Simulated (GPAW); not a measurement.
AlNH2Cl: calculation of the molecule and its ions (part 4 of 4)

Continued. System: AlNH2Cl, multiplicity 2, SMILES [NH2][Al][Cl]. Method: vdW-DF2/dzp, UKS, scalar-relativistic datasets (GPAW 26.7.0). The geometry comes from this level: PBE0-D4/def2-TZVP.

Geometry of the input (Å):
```
N  -0.5494  0.4617  -0.2320
Al 0.4026  -0.2916  1.0491
Cl 1.9070  -1.6497  0.4408
H  -1.2936  1.1233  -0.0835
H  -0.4166  0.2827  -1.2159
```

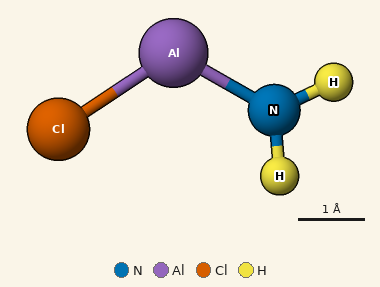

Figure 1. The input geometry (ball-and-stick view, seen on its broad side). Sticks mark near contacts.

## Log, continued
```
species:
  N:
    name:    Nitrogen
    Z:       7.0
    valence: 5
    core:    2
    charge:  0.0  # [|e|]
    file:    N.PBE.gz
    compensation charges:
      type: gauss
      rc: 0.18  # [Å]
      lmax: 2
    cutoffs:
      filter: 1.11  # [Å]
      core: 0.96  # [Å]
    projectors
    | kind |    occ | energy [eV] | rcut [Å] |
    |------|--------|-------------|----------|
    |   2s |  2.000 |     -18.583 |    0.603 |
    |   2p |  3.000 |      -7.089 |    0.529 |
    |    s |        |       8.629 |    0.603 |
    |    p |        |      20.123 |    0.529 |
    |    d |        |       0.000 |    0.577 |

    LCAO basis set for N:
      Name: dzp
      File: N.dzp.basis.gz
      Number of radial functions: 5
      Number of spherical harmonics: 13
        l=0, rc=4.8594 Bohr: 2s-sz confined orbital
        l=1, rc=6.0625 Bohr: 2p-sz confined orbital
        l=0, rc=2.6094 Bohr: 2s-dz split-valence wave
        l=1, rc=3.2656 Bohr: 2p-dz split-valence wave
        l=2, rc=6.0625 Bohr: d-type Gaussian polarization
      Number of RI-basis functions 0

  Al:
    name:    Aluminium
    Z:       13.0
    valence: 3
    core:    10
    charge:  0.0  # [|e|]
    file:    Al.PBE.gz
    compensation charges:
      type: gauss
      rc: 0.34  # [Å]
      lmax: 2
    cutoffs:
      filter: 1.91  # [Å]
      core: 2.36  # [Å]
    projectors
    | kind |    occ | energy [eV] | rcut [Å] |
    |------|--------|-------------|----------|
    |   3s |  2.000 |      -7.753 |    1.085 |
    |   3p |  1.000 |      -2.712 |    1.085 |
    |    s |        |      19.459 |    1.085 |
    |    p |        |      24.499 |    1.085 |
    |    d |        |       0.000 |    1.085 |

    LCAO basis set for Al:
      Name: dzp
      File: Al.dzp.basis.gz
      Number of radial functions: 5
      Number of spherical harmonics: 13
        l=0, rc=7.8750 Bohr: 3s-sz confined orbital
        l=1, rc=10.4219 Bohr: 3p-sz confined orbital
        l=0, rc=4.6094 Bohr: 3s-dz split-valence wave
        l=1, rc=6.2812 Bohr: 3p-dz split-valence wave
        l=2, rc=10.4219 Bohr: d-type Gaussian polarization
      Number of RI-basis functions 0

  Cl:
    name:    Chlorine
    Z:       17.0
    valence: 7
    core:    10
    charge:  0.0  # [|e|]
    file:    Cl.PBE.gz
    compensation charges:
      type: gauss
      rc: 0.25  # [Å]
      lmax: 2
    cutoffs:
      filter: 1.40  # [Å]
      core: 1.49  # [Å]
    projectors
    | kind |    occ | energy [eV] | rcut [Å] |
    |------|--------|-------------|----------|
    |   3s |  2.000 |     -20.689 |    0.794 |
    |   3p |  5.000 |      -8.594 |    0.794 |
    |    s |        |       6.523 |    0.794 |
    |    p |        |      18.617 |    0.794 |
    |    d |        |       0.000 |    0.794 |

    LCAO basis set for Cl:
      Name: dzp
      File: Cl.dzp.basis.gz
      Number of radial functions: 5
      Number of spherical harmonics: 13
        l=0, rc=5.1719 Bohr: 3s-sz confined orbital
        l=1, rc=6.2656 Bohr: 3p-sz confined orbital
        l=0, rc=2.8281 Bohr: 3s-dz split-valence wave
        l=1, rc=3.5156 Bohr: 3p-dz split-valence wave
        l=2, rc=6.2656 Bohr: d-type Gaussian polarization
      Number of RI-basis functions 0

  H:
    name:    Hydrogen
    Z:       1.0
    valence: 1
    core:    0
    charge:  0.0  # [|e|]
    file:    H.PBE.gz
    compensation charges:
      type: gauss
      rc: 0.15  # [Å]
      lmax: 2
    cutoffs:
      filter: 0.85  # [Å]
      core: 0.53  # [Å]
    projectors
    | kind |    occ | energy [eV] | rcut [Å] |
    |------|--------|-------------|----------|
    |   1s |  1.000 |      -6.494 |    0.476 |
    |    s |        |      20.717 |    0.476 |
    |    p |        |       0.000 |    0.476 |

    LCAO basis set for H:
      Name: dzp
      File: H.dzp.basis.gz
      Number of radial functions: 3
      Number of spherical harmonics: 5
        l=0, rc=6.4219 Bohr: 1s-sz confined orbital
        l=0, rc=3.6094 Bohr: 1s-dz split-valence wave
        l=1, rc=6.4219 Bohr: p-type Gaussian polarization
      Number of RI-basis functions 0

Reference energy: -20665.074489  # eV

eigensolver:
  <gpaw.new.lcao.eigensolver.LCAOEigensolver object at 0xf19686d607a0>
density mixing:
  MSR1-Mixer
  Pratt-step length: 0.05
  Maximum mixing coefficient: 0.75
  Old densities: 10
  SVD Regularization: 0.005
  Good broyden scale: 1.0
  Trust region scale: 1.0
  Backstep threshold: 4.0
  History deletion threshold: 6.0
  Fourier metric: weight=20.0, sigma=0.015

occupation numbers:
  # Zero width

FastPoissonSolver using
    Stencil: 6*3+1=19 point O(h^6) finite-difference Laplacian
    FFT axes: []
    FST axes: [np.int64(2), np.int64(0), np.int64(1)]

xc functional:
  name: vdW-DF2 with libvdwxc
  Mode: serial
  Semilocal: GGA_X_RPW86+LDA_C_PW with 2 nearest neighbor stencil
  Local blocksize: 136 x 136 x 128
  PAW datasets: PBE
interpolation: tri-quintic # 5. degree polynomial

Initialization done in: 8.874 s

convergence criteria:
- Maximum [total energy] change in last 3 cyles: 0.0005 eV / valence electron
- Maximum integral of absolute [dens]ity change: 0.0001 electrons / valence electron
- Maximum integral of absolute [eigenst]ate change: 4e-08 eV^2 / valence electron
maximum number of iterations: 120

SCF iterations
|iter     |     time |      energy | eigst |  dens |
|---------|----------|-------------|-------|-------|
|iter:   1| 00:01:32 |  -89.872642 |      c|       |
|iter:   2| 00:01:34 |  -89.674850 |      c| -0.83 |
|iter:   3| 00:01:37 |  -88.642484 |      c| -0.85 |
|iter:   4| 00:01:40 |  -88.633502 |      c| -1.46 |
|iter:   5| 00:01:42 |  -88.633983 |      c| -2.06 |
|iter:   6| 00:01:45 |  -88.633483c|      c| -2.47 |
|iter:   7| 00:01:48 |  -88.633466c|      c| -3.03 |
|iter:   8| 00:01:50 |  -88.633465c|      c| -3.73 |
|iter:   9| 00:01:53 |  -88.633465c|      c| -4.34c|

Converged in 9 steps
SCF loop duration: 21.582 s (2.398 s/step)
Energy contributions relative to reference atoms: (reference = -20665.074489)

Energy contributions:
  Kinetic:          49.610989
  Coulomb:         -40.793219
  Zero:              0.842702
  External:          0.000000
  Xc:              -98.293938
  Entropy:           0.000000
  Spinorbit:         0.000000
  ----------------------------
  Free energy:     -88.633465
  Extrapolated:    -88.633465

dipole moment: (-8.022856, -7.088023, -8.528377)  # |e|*Ang

Fermi level: 3.381
Eigenvalues  # (at kpt = [0.000, 0.000, 0.000])
| band index |      eig [eV] | occ [0-2] |
|------------|---------------|-----------|
|          0 |       -15.312 |     2.000 |
|          1 |       -14.171 |     2.000 |
|          2 |        -6.762 |     2.000 |
|          3 |        -4.986 |     2.000 |
|          4 |        -3.302 |     2.000 |
|          5 |        -2.194 |     2.000 |
|          6 |        -2.046 |     2.000 |
|          7 |        -0.765 |     2.000 |
|          8 |         2.264 |     2.000 |
|          9 |         4.498 |     0.000 |
|         10 |         5.435 |     0.000 |
|         11 |         5.962 |     0.000 |
|         12 |         7.273 |     0.000 |
|         13 |         7.579 |     0.000 |

Gap: 2.234 eV
Transition (v -> c):
  (s=0, k=0, n=8, [0.00, 0.00, 0.00]) -> (s=0, k=0, n=9, [0.00, 0.00, 0.00])
No difference between direct/indirect transitions
vacuum-level: 0.000  # V
reduced       -88.63346 eV
Vertical IP: 8.413 eV
Vertical EA             0.717 eV
```

## Key numbers

```json
{"quantity": "outcome", "value": "converged"}
{"quantity": "ionisation energy", "value": "8.41 eV"}
{"quantity": "wall time", "value": "1.9 min"}
{"quantity": "peak memory", "value": "2.2 GiB"}
```

On so coarse a grid the energy depends on the position of the molecule, which gives spurious forces.
